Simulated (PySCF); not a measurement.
**C$_{2}$H$_{3}$F (vinyl fluoride): density, localisation and related maps**

Input

```
{"job": {"kind": "sp", "xc": "wB97X", "basis": "def2-TZVP", "d3": "d3bj", "grid": 2}, "charge": 0, "multiplicity": 1}
C     -0.698459    -0.086766     0.008870
C      0.607241     0.140516    -0.030316
F      1.511351    -0.824607     0.103701
H     -1.092684    -1.094130     0.156884
H     -1.392444     0.745682    -0.109552
H      1.067252     1.123488    -0.174795
```

Command:

```sh
OMP_NUM_THREADS=1 python redox_run.py task.json out
```

Geometry: PBE0-D3(BJ)/def2-SVP.

Method: PySCF, DFT single point, gas phase, functional wB97X.

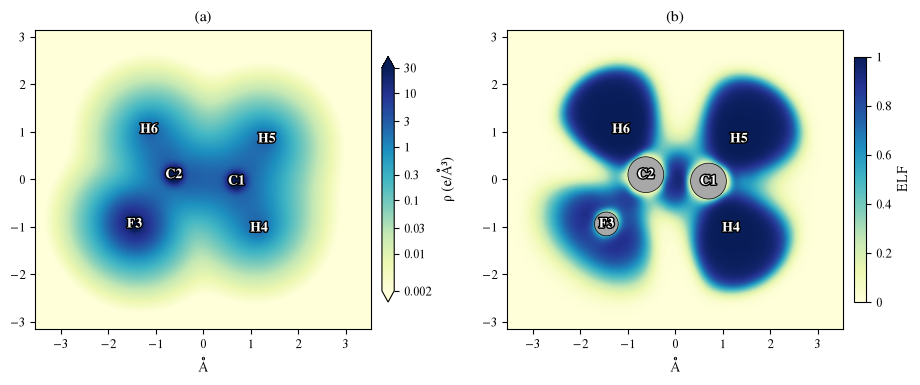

Figure 1. (a) total electron density; (b) electron localisation function on the molecular plane. Grey discs cover the atomic cores in the ELF map.

> Interpret the plot.

Atoms in the plane: C, F and H.
C–C (1.33 Å): ρ is about 2.4 e/Å³ halfway; the ELF peaks at about 0.95 between the atoms; a short, multiple covalent bond.
C–F (1.33 Å): ρ at the midpoint is about 2.4 e/Å³; the ELF peaks at about 0.85 between the atoms; a polar covalent bond.
C–H (1.09 Å): ρ at the midpoint is about 2 e/Å³; the ELF climbs to about 1 towards the hydrogen, as it does in any bond to H (a covalent bond by its length).
The ELF also peaks beside F3, away from the bonds: lone-pair regions.

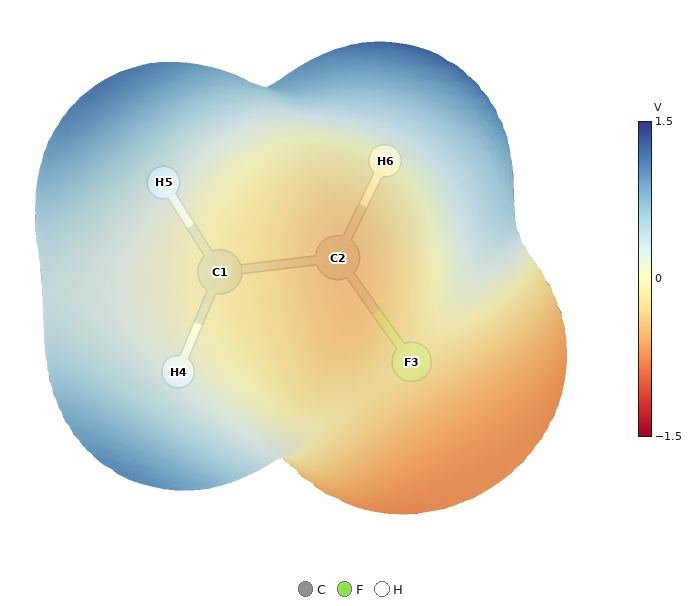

Figure 2. The molecular electrostatic potential painted on the density surface at 0.002 e/bohr³, seen at a tilt; the colour scale runs from red (negative) to blue (positive).

> Describe the electrostatic potential map.

The most negative region (about −0.7 V) lies over F3, the most positive (about +1.3 V) over H6.

> What dipole moment does the calculation give?

Its dipole moment is 1.31 D.
